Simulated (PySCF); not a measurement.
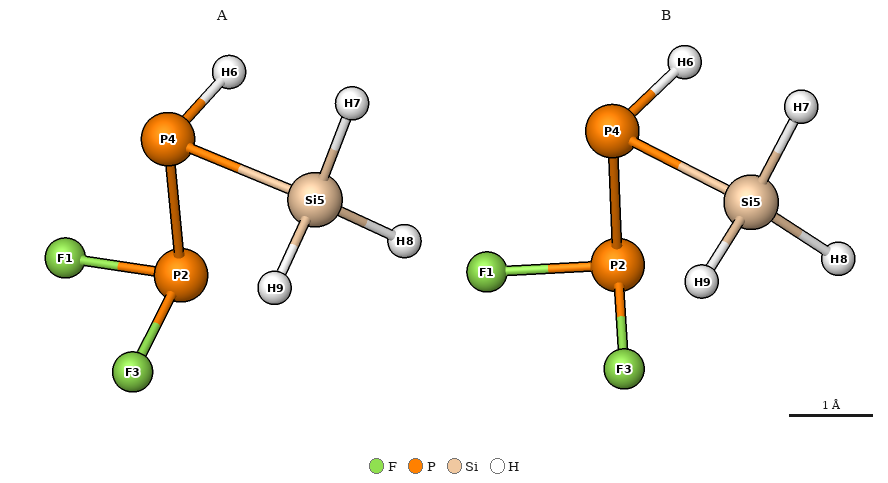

Two geometries of SiH₃PHPF₂, drawn at one scale. One is the start of a relaxation, the other its converged end. Style: ball-and-stick. Shown from a free direction.

The calculation used PBE0-D3(BJ)/def2-SVP geometry optimisation, gas phase (PySCF). 

Which one is relaxed?

Structure B is the relaxed one. The start comes from GFN2-xTB. Over 13 geometry steps the energy falls by 0.129 eV. F3 moves most after the best rigid fit: 0.59 Å. By element the largest moves are F 0.59 Å, H 0.25 Å, P 0.25 Å, Si 0.10 Å. Among the contacts that change: P2–P4 2.183 → 2.238 Å, P4–H6 1.392 → 1.430 Å, Si5–H7 1.461 → 1.492 Å, Si5–H8 1.466 → 1.494 Å. Bond angles that change, for instance: F1–P2–F3 94.0° → 97.4°, P2–P4–Si5 92.4° → 95.1°, P2–P4–H6 90.0° → 92.0°. Groups turn about P2–P4 by about 30°.
